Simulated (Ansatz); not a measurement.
Input file:

```
crystal:
  periodic: [false, false, false]
  atoms:
    - { symbol: "N", position_ang: [-1.1507, -0.0069, -0.6797] }
    - { symbol: Sn, position_ang: [0.4697, -0.0118, 0.5096] }
    - { symbol: Cl, position_ang: [-0.06728, 1.19751, 2.4414] }
    - { symbol: H, position_ang: [-1.2774, 1.0481, -0.9574] }
    - { symbol: H, position_ang: [-0.9486, -0.4761, -1.5878] }
    - { symbol: H, position_ang: [1.83954, 0.72701, -0.31032] }
    - { symbol: H, position_ang: [0.89732, -1.67648, 0.94895] }
basis:
  gaussian: { orbitals: def2-SVP }
hamiltonian:
  xc: hf
relax:
  f_tol: 0.015
  max_steps: 40
output:
  orbitals: {}
```

Command:

```sh
ansatz run input.yaml --threads 1 --pin off --max-ram 2048MiB --backend cpu --events-out ev --progress --plain --runs-dir out
```

The fields are those of the relaxed geometry.

Core potentials replace the inner electrons of Sn.

Computed with RHF/def2-SVP in Ansatz 0.2.0.

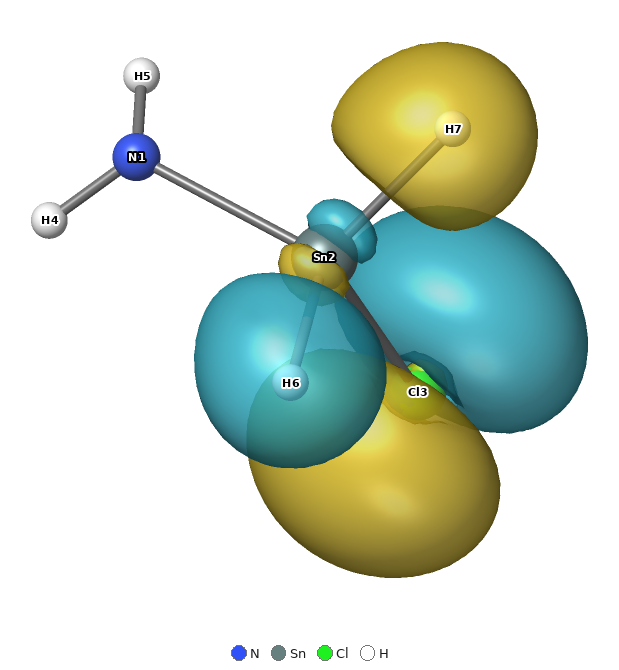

ClH$_{4}$NSn. The HOMO−1 at ±0.1 Å⁻³ᐟ² (yellow and cyan are the two phases), seen at an oblique angle.

What is the character of this orbital?

Its weight (Hirshfeld) is mainly on Cl3 (about 75 %), Sn2 (about 10 %), H7 (about 5 %) and H6 (about 5 %); largely a lone pair of Cl3. Its energy is −11.59 eV.
